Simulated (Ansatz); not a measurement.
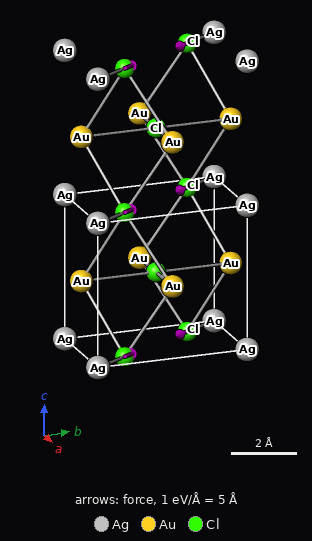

Starting geometry of crystalline AgAu2Cl3 (built on the LaAl2Cu3-65 type type) with the computed forces as purple arrows. A ball-and-stick model of the cell of the calculation, repeated 1 × 1 × 2 with one cell outlined, seen slightly off an axis.

These are results of Ansatz 0.2.0, DFT, r2SCAN+rVV10, plane waves, PAW, not measurements. Settings: plane-wave cutoff 500 eV; k-point mesh 4 × 4 × 6; occupations fermi dirac; smearing width 0.03 eV; no spin polarisation; cell and atoms relaxed; force threshold 0.01 eV/Å; at most 120 steps.

Question: Is this structure relaxed? If not, where do the atoms go?

Answer: It isn't relaxed: the largest force vector, on Cl atoms, is 0.19 eV/Å. The atoms end up moving mostly along the starting forces (cosine between the two patterns 1.00). After 5 accepted moves (6 points after the start) the energy has fallen by 23.3 meV per cell of the calculation. Largest force component: 0.19 eV/Å at the start, 0.0003 eV/Å at the end. Pressure: 1.66 GPa at the start and 0.01 GPa at the end. The SCF was repeated once at an unchanged geometry on a basis and grid sized afresh for the cell, which shifted the energy by 0.8 meV per cell of the calculation at most. The largest moves relative to the cell, 0.048 Å, are those of Cl atoms. Au and Ag stay in place. Cell: a = b 5.843 → 5.835 Å (−0.1 %), c 4.492 → 4.537 Å (+1.0 %), γ 118.1° → 116.5°. Volume +2.2 %. Some distances before and after: Au–Cl 2.709 → 2.743 Å, Ag–Cl 2.312 → 2.338 Å. Bond angles that change, for instance: Au–Cl–Au 171.8° → 174.0°. The space group stays Cmmm (No. 65). The run took 84 s on 2 threads of AMD EPYC 7R13 Processor (Zen 3) (shared host), peak memory 1.1 GiB.
